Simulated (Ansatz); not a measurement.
```
Zn W
1.0
     2.78505    0.00000    0.00000
    -1.39253    2.41193    0.00000
     0.00000    0.00000   13.23001
Zn W
4 2
Direct
  0.33333 0.66667 0.58061
  0.66667 0.33333 0.08061
  0.33333 0.66667 0.91939
  0.66667 0.33333 0.41939
  0.33333 0.66667 0.25000
  0.66667 0.33333 0.75000
```

Space group P6₃/mmc; started from the 2H molybdenite_194 prototype, which need not be the ambient phase.

Level of theory: Ansatz, DFT r2SCAN, scalar-relativistic, plane waves, PAW.

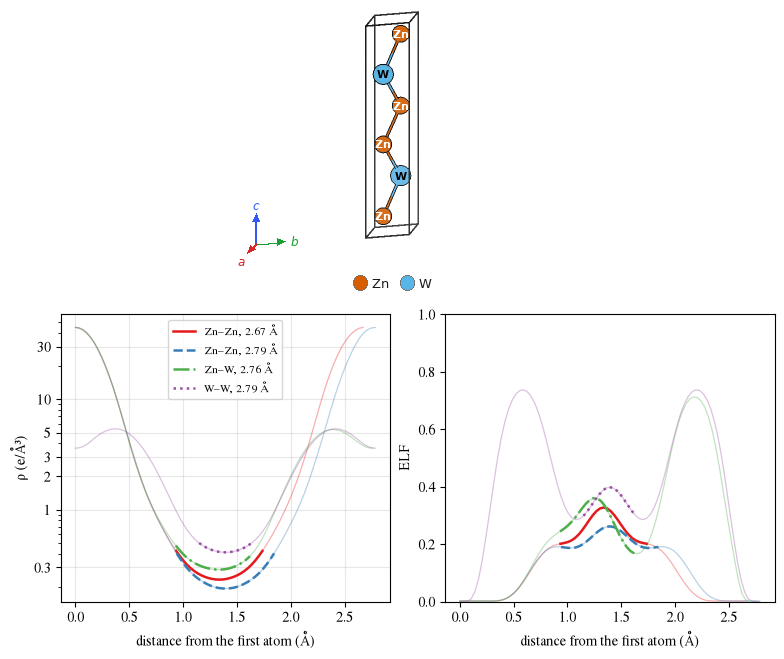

Zn₂W. Valence pseudo-density and electron localisation function along straight lines between neighbouring atoms. Thin, pale parts lie inside the atomic spheres. The structure is drawn too.

In a PAW calculation such maps are meaningful between the atoms, not at the nuclei.

### What can be read from the curves?

Zn–Zn (2.67 Å): ρ is about 0.23 e/Å³ halfway; the ELF is about 0.35 at the midpoint.
Zn–Zn (2.79 Å): ρ is about 0.19 e/Å³ halfway; the ELF is about 0.25 at the midpoint: no localised pair shows between them.
Zn–W (2.76 Å): the density is about 0.29 e/Å³ at the midpoint; the ELF is about 0.30 at the midpoint.
W–W (2.79 Å): ρ is about 0.41 e/Å³ halfway; the ELF is about 0.40 at the midpoint.
